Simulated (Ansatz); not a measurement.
# C2H6NSb: inversion of the pyramid at Sb4, part 2 of 2

How high is the barrier for the inversion of the pyramid at Sb4? Relax the two ends, then run a nudged elastic band between them. SMILES of the start: C=[C](N)[SbH2].

Ansatz 0.2.0; RKS PBE0/def2-SVP. Earlier steps stand in the parts before.

### Step 6. What the band shows

Images 0 and 6 are the ends. Energies count from image 0; the path length is the program's own measure over all atoms.

| image | path (Å) | energy (eV) | sum of angles at Sb4 (°) | band force (eV/Å) |
| --- | --- | --- | --- | --- |
| 0 | 0.000 | 0.0000 | 280.1 | - |
| 1 | 0.528 | 0.1018 | 295.7 | 0.023 |
| 2 | 1.056 | 0.6992 | 332.4 | 0.016 |
| 3* | 1.584 | 1.9404 | 360.0 | 0.007 |
| 4 | 2.450 | 0.1014 | 298.5 | 0.049 |
| 5 | 3.317 | -0.0688 | 278.8 | 0.019 |
| 6 | 4.184 | -0.0962 | 276.6 | - |

The star marks the climbing image.

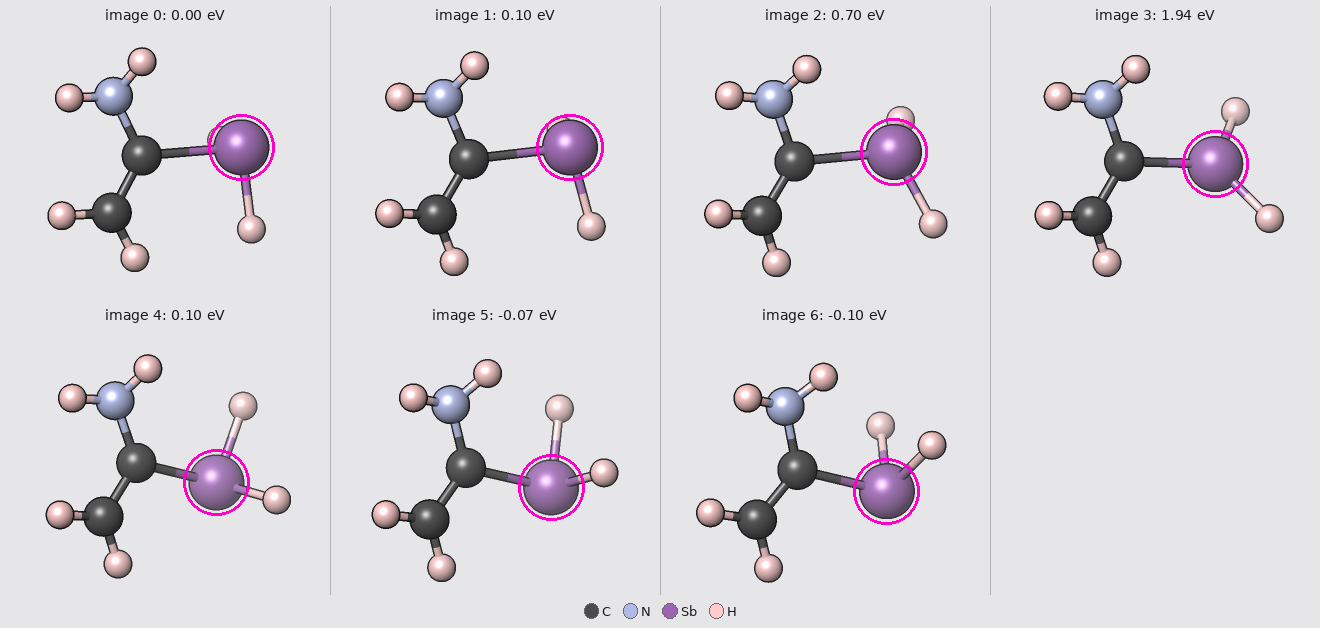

Snapshots along the band, viewed from a chosen angle. Ringed: Sb4. Sticks join atoms closer than a bonding distance in each image.

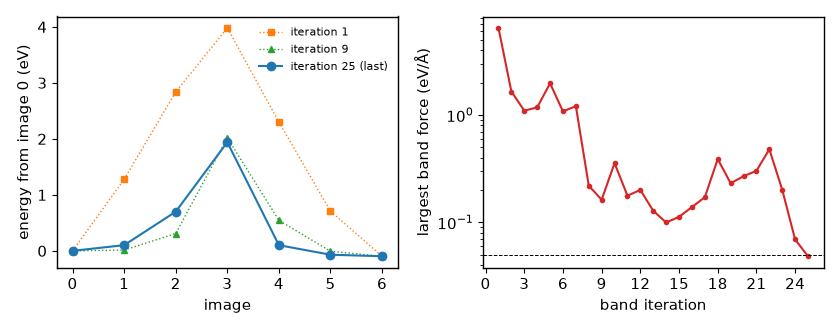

Left: energy of each image for early iterations and the last one (lines only join the points; early values far above the last band run off the scale). Right: the largest band force by iteration, with the threshold dashed.

The top of the band by iteration:

| iteration | highest image above image 0 (eV) | largest band force (eV/Å) |
| --- | --- | --- |
| 1 | 3.9812 | 6.461 |
| 3 | 2.2779 | 1.098 |
| 5 | 1.3509 | 1.972 |
| 7 | 1.8921 | 1.209 |
| 9 | 2.0190 | 0.163 |
| 11 | 2.0018 | 0.178 |
| 13 | 1.9885 | 0.128 |
| 15 | 1.9803 | 0.113 |
| 17 | 1.9651 | 0.172 |
| 19 | 1.9554 | 0.232 |
| 21 | 1.9426 | 0.303 |
| 23 | 1.9405 | 0.202 |
| 25 | 1.9404 | 0.049 |

Positions of all images (Å):

```xyz
10
image=0 dE=0.0000
C    -0.671    0.030   -1.159
C     0.070   -0.253   -0.075
N     0.231   -1.517    0.466
Sb    1.083    1.293    1.073
H    -1.150   -0.771   -1.737
H    -0.844    1.055   -1.486
H     1.131   -1.723    0.883
H    -0.108   -2.284   -0.107
H     0.588    2.549    0.020
H    -0.245    1.570    2.125
10
image=1 dE=0.1018
C    -0.719   -0.036   -1.249
C    -0.032   -0.223   -0.108
N     0.176   -1.463    0.477
Sb    1.079    1.263    1.046
H    -1.038   -0.906   -1.843
H    -0.997    0.945   -1.631
H     1.093   -1.608    0.887
H    -0.135   -2.268   -0.059
H     0.697    2.680    0.166
H    -0.040    1.565    2.317
10
image=2 dE=0.6992
C    -0.783   -0.092   -1.305
C    -0.149   -0.233   -0.130
N     0.156   -1.442    0.476
Sb    0.889    1.283    1.018
H    -0.962   -0.968   -1.944
H    -1.146    0.872   -1.658
H     1.098   -1.529    0.850
H    -0.151   -2.276   -0.016
H     0.974    2.760    0.181
H     0.158    1.575    2.531
10
image=3 dE=1.9404
C    -0.782   -0.085   -1.314
C    -0.131   -0.253   -0.151
N     0.154   -1.452    0.465
Sb    0.499    1.428    0.969
H    -0.962   -0.947   -1.966
H    -1.159    0.886   -1.633
H     1.095   -1.551    0.832
H    -0.188   -2.277   -0.019
H     1.202    2.716    0.198
H     0.355    1.484    2.622
10
image=4 dE=0.1014
C    -0.749   -0.073   -1.327
C    -0.145   -0.182   -0.130
N     0.132   -1.383    0.498
Sb   -0.052    1.722    0.944
H    -0.931   -0.946   -1.966
H    -1.105    0.891   -1.698
H     1.042   -1.478    0.936
H    -0.116   -2.208   -0.045
H     1.420    2.357    0.325
H     0.586    1.249    2.465
10
image=5 dE=-0.0688
C    -0.864   -0.066   -1.350
C    -0.223   -0.101   -0.167
N     0.177   -1.248    0.483
Sb    0.057    1.807    0.826
H    -1.036   -0.976   -1.937
H    -1.249    0.869   -1.760
H     1.001   -1.194    1.067
H     0.124   -2.108   -0.054
H     1.751    1.856    0.524
H     0.345    1.110    2.372
10
image=6 dE=-0.0962
C    -0.939   -0.079   -1.334
C    -0.176   -0.076   -0.223
N     0.286   -1.197    0.427
Sb    0.260    1.851    0.661
H    -1.209   -1.014   -1.840
H    -1.327    0.849   -1.758
H     1.121   -1.101    0.988
H     0.236   -2.074   -0.082
H     1.922    1.462    0.902
H    -0.090    1.326    2.262
```

### Step 7. Vibrations at the top

The geometry is the highest inner image of the first converged band.

input.yaml

```yaml
crystal:
  periodic: [false, false, false]
  atoms:
    - { symbol: C, position_ang: [-0.782316, -0.084571, -1.314458] }
    - { symbol: C, position_ang: [-0.131355, -0.252957, -0.150705] }
    - { symbol: "N", position_ang: [0.154123, -1.452216, 0.465033] }
    - { symbol: Sb, position_ang: [0.499377, 1.427518, 0.969022] }
    - { symbol: H, position_ang: [-0.962333, -0.947058, -1.966203] }
    - { symbol: H, position_ang: [-1.158759, 0.886401, -1.633133] }
    - { symbol: H, position_ang: [1.094779, -1.55088, 0.832014] }
    - { symbol: H, position_ang: [-0.187937, -2.277397, -0.018781] }
    - { symbol: H, position_ang: [1.20219, 2.715559, 0.197968] }
    - { symbol: H, position_ang: [0.355434, 1.4845, 2.622243] }
basis:
  gaussian: { orbitals: def2-SVP }
hamiltonian:
  xc: pbe0
phonons: {}
```

Launch:

```bash
$ ansatz run input.yaml --threads 2 --pin off --max-ram 3072MiB --backend cpu --events-out ev --progress --plain --runs-dir out
```

The program printed, shortened:

```text
Warning: RAYON_NUM_THREADS=2 ignored (pool sized by the plan → 2); use --threads N
[...]
Functional definition: PBE0
[...]
1191 factors; integrals over basis functions are off by at most 3.5e-4 eV
[...]
mean field -10189.15197616 eV, -374.4444286688 hartree, gradient 7.1e-5 eV, S^2 0.000000; 0 other end points of the search recorded, 0 dependent functions left out
[...]
reference -10189.15200388 eV, -374.4444296875 hartree; 24, 24 occupied and 74, 74 virtual orbitals, 1191 factors
[...]
1191 factors; integrals over basis functions are off by at most 3.5e-4 eV
mean field -10189.15188885 eV, -374.4444254600 hartree, gradient 1.3e-6 eV, S^2 0.000000; 0 other end points of the search recorded, 0 dependent functions left out
[...]
reference -10189.15191657 eV, -374.4444264788 hartree; 24, 24 occupied and 74, 74 virtual orbitals, 1191 factors
[...]
1191 factors; integrals over basis functions are off by at most 3.5e-4 eV
[...]
WARN: phonons: modes at or below zero, which the zero-point energy, F, S and C_V leave out: 1, the lowest at -910.81 cm⁻¹. A minimum has none, and a first-order saddle one
[...]
Atom 1 at    -0.131355    -0.252957    -0.150705 Å, force    -0.003404    -0.003941    -0.005466 eV/Å
Atom 2 at     0.154123    -1.452216     0.465033 Å, force     0.006450    -0.000430     0.006747 eV/Å
Atom 3 at     0.499377     1.427518     0.969022 Å, force     0.001255     0.002076     0.000969 eV/Å
Atom 4 at    -0.962333    -0.947058    -1.966203 Å, force     0.002257    -0.003071     0.003022 eV/Å
Atom 5 at    -1.158759     0.886401    -1.633133 Å, force     0.000121    -0.001530     0.000942 eV/Å
Atom 6 at     1.094779    -1.550880     0.832014 Å, force    -0.000801    -0.001527     0.000357 eV/Å
Atom 7 at    -0.187937    -2.277397    -0.018781 Å, force    -0.002777     0.002396    -0.005200 eV/Å
Atom 8 at     1.202190     2.715559     0.197968 Å, force     0.000428    -0.000440    -0.000055 eV/Å
Atom 9 at     0.355434     1.484500     2.622243 Å, force    -0.000823     0.000428     0.000340 eV/Å
Dipole moment:     0.152574    -0.315438    -0.039707 e Å
Vibrations: -910.81 176.74 233.03 311.78 365.69 430.37 498.51 545.30 564.90 706.15 730.25 803.63 981.81 1106.40 1273.25 1405.23 1585.84 1699.93 2127.42 2172.51 3156.13 3288.52 3559.81 3681.31 cm⁻¹, zero-point energy 1.946831 eV
```

Run time: 1.9 min. Hardware: 2 threads of Arm Neoverse V1, shared host; peak memory 0.22 GiB.

Of 24 modes, 1 is imaginary by more than 30 cm⁻¹ (911i cm⁻¹).

### Step 8. Another band, settings changed

crystal.atoms is end A as relaxed above, and neb.final_atoms is end B, turned to lie on A. With 2 inner images the band has 4 in all. The start path is listed, through a guess of the saddle.

input.yaml

```yaml
crystal:
  periodic: [false, false, false]
  atoms:
    - { symbol: C, position_ang: [-0.670745, 0.030059, -1.159159] }
    - { symbol: C, position_ang: [0.069642, -0.252978, -0.074825] }
    - { symbol: "N", position_ang: [0.230661, -1.51676, 0.465999] }
    - { symbol: Sb, position_ang: [1.082649, 1.293064, 1.072969] }
    - { symbol: H, position_ang: [-1.149907, -0.770801, -1.73672] }
    - { symbol: H, position_ang: [-0.844428, 1.055069, -1.486069] }
    - { symbol: H, position_ang: [1.130899, -1.722751, 0.883065] }
    - { symbol: H, position_ang: [-0.108118, -2.284361, -0.107195] }
    - { symbol: H, position_ang: [0.58798, 2.548849, 0.019534] }
    - { symbol: H, position_ang: [-0.245431, 1.569509, 2.125401] }
basis:
  gaussian: { orbitals: def2-SVP }
hamiltonian:
  xc: pbe0
neb:
  order_check: false
  images: 2
  f_tol: 0.05
  max_iterations: 60
  climbing: true
  final_atoms:
    - { symbol: C, position_ang: [-0.93889538, -0.07851933, -1.33390311] }
    - { symbol: C, position_ang: [-0.17616596, -0.07628293, -0.22344352] }
    - { symbol: "N", position_ang: [0.28561679, -1.19661072, 0.42725768] }
    - { symbol: Sb, position_ang: [0.25966091, 1.85128976, 0.66095464] }
    - { symbol: H, position_ang: [-1.20900059, -1.01356966, -1.83990276] }
    - { symbol: H, position_ang: [-1.32665324, 0.84867656, -1.75769466] }
    - { symbol: H, position_ang: [1.12142906, -1.1008737, 0.98786159] }
    - { symbol: H, position_ang: [0.23565235, -2.0735926, -0.08221979] }
    - { symbol: H, position_ang: [1.92202123, 1.46196124, 0.90228899] }
    - { symbol: H, position_ang: [-0.09046316, 1.32642037, 2.26180096] }
  initial_path:
    images:
      - { positions_ang: [[-0.670745, 0.030059, -1.159159], [0.069642, -0.252978, -0.074825], [0.230661, -1.51676, 0.465999], [1.082649, 1.293064, 1.072969], [-1.149907, -0.770801, -1.73672], [-0.844428, 1.055069, -1.486069], [1.130899, -1.722751, 0.883065], [-0.108118, -2.284361, -0.107195], [0.58798, 2.548849, 0.019534], [-0.245431, 1.569509, 2.125401]] }
      - { positions_ang: [[-0.80756263, 0.00555357, -1.10372797], [-0.02391435, -0.15487027, -0.08473061], [0.35790547, -1.43124222, 0.31891991], [0.7754036, 1.52331515, 1.03811498], [-1.21479002, -0.81471194, -1.70175263], [-1.16123833, 1.03346069, -1.39928806], [1.14663561, -1.55410573, 0.99836629], [0.10442326, -2.24543011, -0.21534051], [1.45011168, 2.16923922, -0.05804596], [-0.54377228, 1.41769063, 2.21048455]] }
      - { positions_ang: [[-0.89694609, -0.0306392, -1.161976], [-0.10585034, -0.09597192, -0.13427012], [0.37622407, -1.32452579, 0.30600614], [0.50107423, 1.7093904, 0.90077686], [-1.23448789, -0.89563483, -1.73614688], [-1.32198007, 0.96466321, -1.48982995], [1.14347896, -1.34681329, 1.03329848], [0.21901337, -2.17517397, -0.20701544], [1.89479209, 1.8069433, 0.23620571], [-0.49211634, 1.33666109, 2.2559512]] }
      - { positions_ang: [[-0.93889538, -0.07851933, -1.33390311], [-0.17616596, -0.07628293, -0.22344352], [0.28561679, -1.19661072, 0.42725768], [0.25966091, 1.85128976, 0.66095464], [-1.20900059, -1.01356966, -1.83990276], [-1.32665324, 0.84867656, -1.75769466], [1.12142906, -1.1008737, 0.98786159], [0.23565235, -2.0735926, -0.08221979], [1.92202123, 1.46196124, 0.90228899], [-0.09046316, 1.32642037, 2.26180096]] }
```

Launch:

```bash
$ ansatz run input.yaml --threads 2 --pin off --max-ram 3072MiB --backend cpu --events-out ev --progress --plain --runs-dir out
```

The program printed, shortened:

```text
Warning: RAYON_NUM_THREADS=2 ignored (pool sized by the plan → 2); use --threads N
[...]
[... 1 set-up line as earlier in the session ...]
[...]
1192 factors; integrals over basis functions are off by at most 3.8e-4 eV
[...]
mean field -10191.09238424 eV, -374.5157373502 hartree, gradient 3.0e-5 eV, S^2 0.000000; 0 other end points of the search recorded, 0 dependent functions left out
[...]
reference -10191.09241121 eV, -374.5157383415 hartree; 24, 24 occupied and 74, 74 virtual orbitals, 1192 factors
1192 factors; integrals over basis functions are off by at most 3.7e-4 eV
[...]
mean field -10191.18859912 eV, -374.5192731818 hartree, gradient 5.4e-5 eV, S^2 0.000000; 0 other end points of the search recorded, 0 dependent functions left out
[...]
reference -10191.18862564 eV, -374.5192741565 hartree; 24, 24 occupied and 74, 74 virtual orbitals, 1192 factors
[...]
reference -10188.79237758 eV, -374.4312136645 hartree; 24, 24 occupied and 74, 74 virtual orbitals, 1192 factors
NEB iter   1: max|band force component| = 6.176e0 eV/Å  barrier→ = 2.8364 eV  barrier← = 2.9326 eV  Δτ_max = 0.1975 Å  (110 SCF iters)
[...]
NEB iter   4: max|band force component| = 6.549e-1 eV/Å  barrier→ = 0.5819 eV  barrier← = 0.6782 eV  Δτ_max = 0.1036 Å  (57 SCF iters)
[...]
NEB iter   7: max|band force component| = 1.906e0 eV/Å  barrier→ = 1.5393 eV  barrier← = 1.6355 eV  CI = image 1  Δτ_max = 0.2000 Å  (61 SCF iters)
[...]
NEB iter  10: max|band force component| = 1.511e0 eV/Å  barrier→ = 1.6036 eV  barrier← = 1.6998 eV  CI = image 1  Δτ_max = 0.1983 Å  (61 SCF iters)
[...]
NEB iter  12: max|band force component| = 1.654e0 eV/Å  barrier→ = 1.3870 eV  barrier← = 1.4833 eV  CI = image 1  Δτ_max = 0.1496 Å  (59 SCF iters)
NEB iter  13: max|band force component| = 1.356e0 eV/Å  barrier→ = 1.9086 eV  barrier← = 2.0049 eV  CI = image 1  Δτ_max = 0.1979 Å  (62 SCF iters)
```

### Step 9. The log goes on: band between the two ends

The log, continued, shortened:

```text
NEB iter  14: max|band force component| = 7.494e-1 eV/Å  barrier→ = 2.1701 eV  barrier← = 2.2663 eV  CI = image 1  Δτ_max = 0.0921 Å  (66 SCF iters)
[...]
NEB iter  22: max|band force component| = 3.143e-1 eV/Å  barrier→ = 1.9917 eV  barrier← = 2.0879 eV  CI = image 1  Δτ_max = 0.0631 Å  (63 SCF iters)
[...]
NEB iter  30: max|band force component| = 1.987e-1 eV/Å  barrier→ = 1.9803 eV  barrier← = 2.0765 eV  CI = image 1  Δτ_max = 0.0450 Å  (54 SCF iters)
[...]
NEB iter  38: max|band force component| = 1.397e-1 eV/Å  barrier→ = 1.9476 eV  barrier← = 2.0438 eV  CI = image 1  Δτ_max = 0.0230 Å  (58 SCF iters)
[...]
NEB iter  46: max|band force component| = 9.216e-2 eV/Å  barrier→ = 1.9404 eV  barrier← = 2.0367 eV  CI = image 1  Δτ_max = 0.0230 Å  (57 SCF iters)
[...]
Atom 1 at    -0.059991    -0.237902    -0.210467 Å, force    -0.000875     0.005319     0.001075 eV/Å
Atom 2 at     0.764990    -1.329431    -0.046048 Å, force     0.002845    -0.007735     0.001393 eV/Å
Atom 3 at     0.540194     1.436460     0.935535 Å, force    -0.002860    -0.003149    -0.003052 eV/Å
Atom 4 at    -1.521691    -1.060741    -1.495253 Å, force    -0.000759    -0.000699     0.000303 eV/Å
Atom 5 at    -1.595654     0.798152    -1.269766 Å, force     0.002692     0.000749     0.000923 eV/Å
Atom 6 at     0.998088    -1.570512     0.911431 Å, force     0.002802     0.003238     0.002254 eV/Å
Atom 7 at     0.538359    -2.130754    -0.627907 Å, force    -0.002598    -0.001135    -0.004563 eV/Å
Atom 8 at     2.139648     1.840962     1.123465 Å, force    -0.001340     0.001292     0.001251 eV/Å
Atom 9 at    -0.599622     2.355133     1.712847 Å, force     0.000751     0.001663     0.000611 eV/Å
Dipole moment:     0.009985    -0.343341     0.078501 e Å
this run last wrote the band of iteration 47 to <dir>
```

Run time: 4.3 min. Hardware: 2 threads of Arm Neoverse V1, shared host; peak memory 0.22 GiB.

### Step 10. Images and barrier

Images 0 and 3 are the ends. Energies count from image 0; the path length is the program's own measure over all atoms.

| image | path (Å) | energy (eV) | sum of angles at Sb4 (°) | band force (eV/Å) |
| --- | --- | --- | --- | --- |
| 0 | 0.000 | 0.0000 | 280.1 | - |
| 1* | 2.801 | 1.9404 | 360.0 | 0.008 |
| 2 | 3.988 | -0.0325 | 284.1 | 0.034 |
| 3 | 5.174 | -0.0962 | 276.6 | - |

The star marks the climbing image.

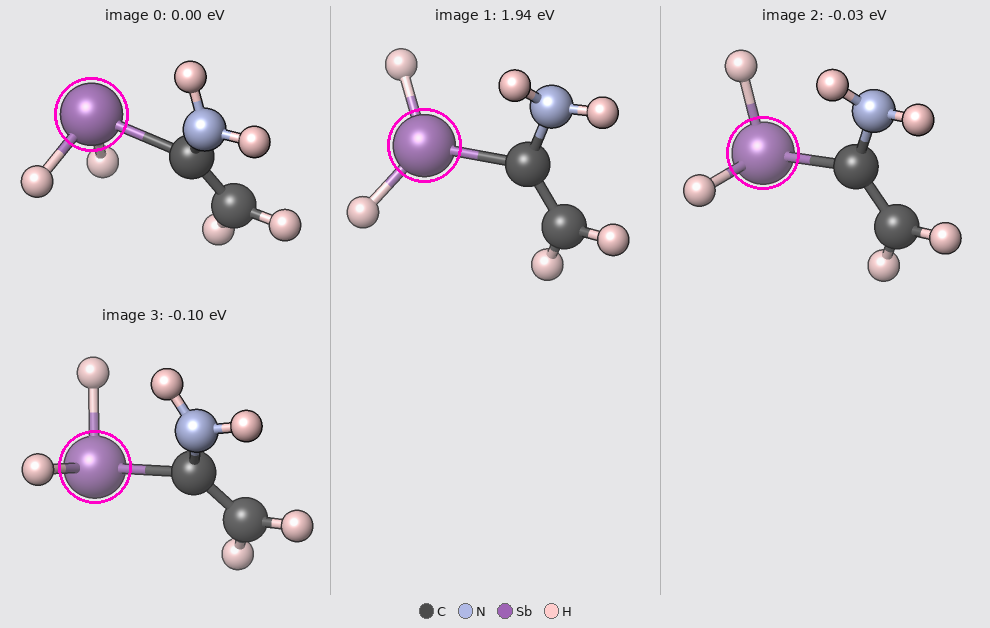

Snapshots along the band, viewed from a chosen angle. Ringed: Sb4. Sticks join atoms closer than a bonding distance in each image.

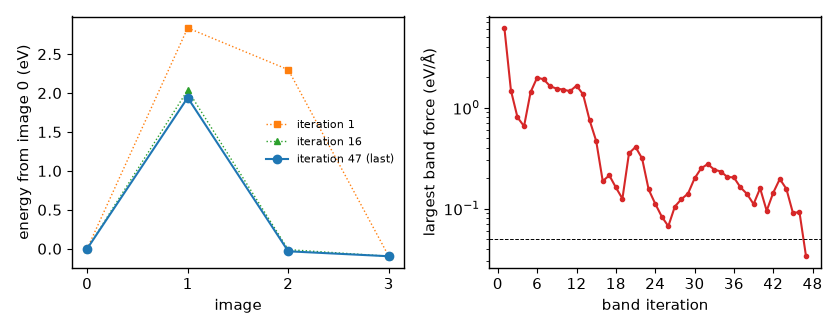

Left: energy of each image for early iterations and the last one (lines only join the points; early values far above the last band run off the scale). Right: the largest band force by iteration, with the threshold dashed.

### Step 11. What came out

What follows sums up all 2 parts.

| quantity | value |
| --- | --- |
| end A | 13 moves, 0.661 eV lower |
| end B | 6 moves, 0.624 eV lower |
| first band: barrier forwards | 1.94 eV |
| first band: barrier backwards | 2.04 eV |
| first band: second end relative to first | -0.096 eV |
| first band: highest image | 3 of 0 to 6, climbing |
| first band: band iterations | 25 |
| imaginary modes at the top | 911i cm⁻¹ |
| second band | top 1.940 eV above image 0, 47 iterations, 2 inner images |
| time, first and second band | 5.8 min and 4.3 min |

**Reading.** In the first band: the barrier from the first end is 1.94 eV, 75 times kT at 300 K. The second end lies 0.096 eV below the first, so the way back costs 2.04 eV. One imaginary mode, as a first-order saddle point has. The second band's top agrees with the first's to 1 meV, so the changed settings hardly move the height. These are electronic energies, with no zero-point or thermal terms.
